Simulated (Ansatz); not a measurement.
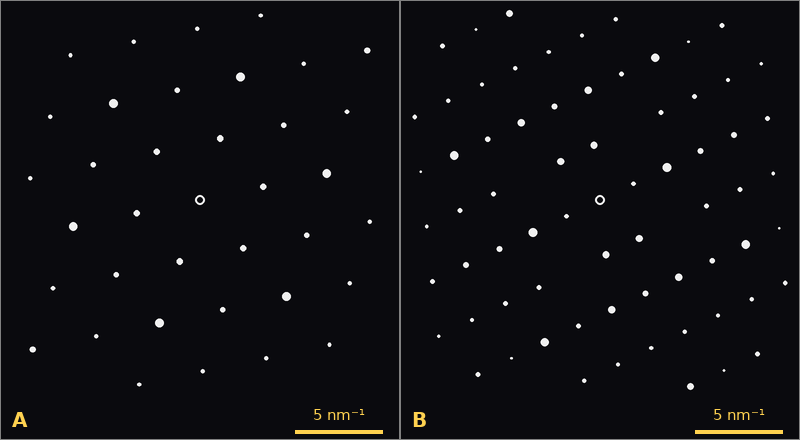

Kinematic electron diffraction patterns (300 kV, B = 0.5 Å², same scale, each along a low-index zone) of two structures of composition LiOs3, each relaxed at zero pressure with Ansatz 0.2.0, DFT PBE, scalar-relativistic, plane waves, PAW.

The structures (standard cells):
1. P6_3/mmc (No. 194), a = 5.396 Å, c = 4.280 Å (hexagonal axes), 8 atoms; generated start, possibly hypothetical
2. Pm-3m (No. 221), a = 3.798 Å, 4 atoms; generated start, possibly hypothetical

**Which pattern belongs to which structure, and along which zone?**

A is structure 2 along [111] or an equivalent direction: hexagonal net of -1 1 0 at d = 2.69 Å and -1 0 1 at d = 2.69 Å, 60.0° apart. B is structure 1 along [101] or an equivalent direction: centred rectangular net of 0 1 0 at d = 4.67 Å and 1 0 -1 at d = 3.16 Å, 70.3° apart (some points of this net are extinct or too weak to see).

**Rank the structures by their computed energy.**

Structure 1 (P6_3/mmc, 13.49 Å³ an atom) is the lowest of these; structure 2 (Pm-3m, 13.69 Å³ an atom) lies about 180 meV an atom higher. These are static energies at 0 K; other structures, not shown, may lie lower still.
